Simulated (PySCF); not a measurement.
Input file:

```
{"job": {"kind": "nmr", "xc": "PBE0", "basis": "pcSseg-1"}, "charge": 0, "multiplicity": 1}
C      3.186838     0.982624     0.251633
C      2.659347    -0.221635     0.129869
C      1.423240    -0.676954     0.823609
Si    -0.015368    -0.851099    -0.410719
C     -1.768301    -1.100769     0.317645
C     -2.281515     0.140275    -0.453983
C     -3.023409     1.043553     0.376408
N     -3.578750     1.766784     1.068486
C     -0.937686     0.739028    -0.942297
H      4.076370     1.273718    -0.279510
H      2.751935     1.728084     0.897147
H      3.115749    -0.951938    -0.525319
H      1.603142    -1.647303     1.287554
H      1.159109     0.026860     1.613650
H      0.301984    -1.759772    -1.518739
H     -1.841617    -0.959136     1.394658
H     -2.310064    -2.009336     0.070550
H     -2.907758    -0.156596    -1.298415
H     -0.949941     1.015293    -1.993275
H     -0.668451     1.628998    -0.375093
```

Launched as:

```sh
OMP_NUM_THREADS=1 python probes_run.py task.json out
```

Geometry: GFN2-xTB.

All numbers below come from PBE0/pcSseg-1, SCF density, gas phase, non-relativistic (PySCF 2.14.0).

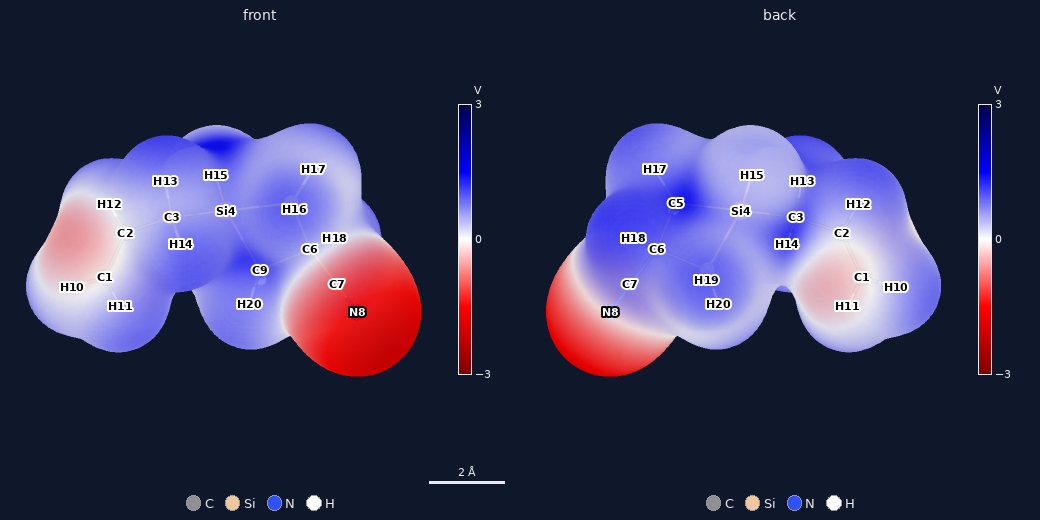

C7H11NSi. The molecular electrostatic potential painted on the density surface at 0.002 e/bohr³, seen from the front and from behind; the colour scale runs from red (negative) to blue (positive).

Q: Which sites attract a positive test charge, and which a negative one?

A: A positive charge is drawn to the negative regions and a negative charge to the positive ones. The most negative region (about −2.0 V, or −46 kcal/mol for a unit charge) lies over N8, the most positive (about +1.4 V, or +32 kcal/mol for a unit charge) over Si4 and C6. N8 is the likeliest acceptor of a hydrogen bond.

Q: How polar is the molecule by this calculation?

A: Its dipole moment is 4.34 D.
